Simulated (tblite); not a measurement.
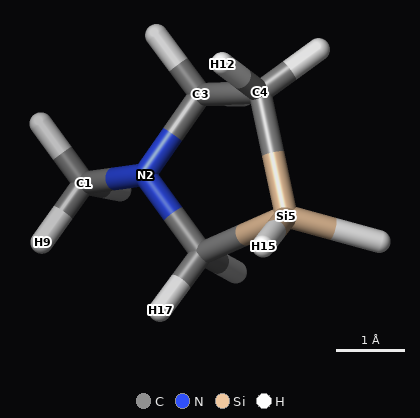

Figure 1. The structure (stick view, seen at a tilt; atoms are numbered from 1 in the order of the input).

## Relaxed scan, with input and output: C$_{4}$H$_{11}$NSi

The run: relaxed scan of C$_{4}$H$_{11}$NSi, SMILES CN1CC[SiH2]C1. Method and program: GFN2-xTB relaxed scan under a harmonic restraint, gas phase (tblite 0.8.0).

Input file:
```
{"job": {"xc": "GFN2-xTB", "basis": "xTB", "coordinate": [["t", [5, 0, 2, 1], 0.3333333333333333], ["t", [0, 2, 5, 1], 0.3333333333333333], ["t", [2, 5, 0, 1], 0.3333333333333333]], "kind": "drive"}, "charge": 0, "multiplicity": 1}
C      2.036239    -0.051452    -0.644767
N      0.772655     0.238429    -0.012607
C      0.196013    -0.912685     0.656384
C     -1.117335    -0.475762     1.305972
Si    -1.819277     0.792728     0.070338
C     -0.202018     0.794438    -0.938441
H      1.948316    -0.805742    -1.445872
H      2.739212    -0.419997     0.102361
H      2.436452     0.865339    -1.077053
H      0.910562    -1.278760     1.399115
H      0.001844    -1.734221    -0.059297
H     -0.910361    -0.008477     2.267636
H     -1.757524    -1.334801     1.494693
H     -2.961638     0.295013    -0.704249
H     -2.127704     2.087122     0.678142
H     -0.289515     0.178136    -1.850952
H      0.137081     1.782723    -1.251312
```

The first line tells a small driver script what to run in tblite; the rest is the geometry in Å.

Machine: 1 CPU thread, shared host.

Launch command:
```bash
OMP_NUM_THREADS=1 python <driver script> task.json out
```

What the program printed:
```
point  coordinate     E/eV
  0    -31.800     -511.89830
  1    -23.600     -511.84608
  2    -12.600     -511.71799
  3     -0.600     -511.61979
  4     12.500     -511.65029
  5     24.000     -511.80106
  6     32.200     -511.88341
  7     38.200     -511.83305
```

Summary:

| quantity | value |
| --- | --- |
| outcome | converged |
| wall time | 2.8 s |
| peak memory | 0.18 GiB |
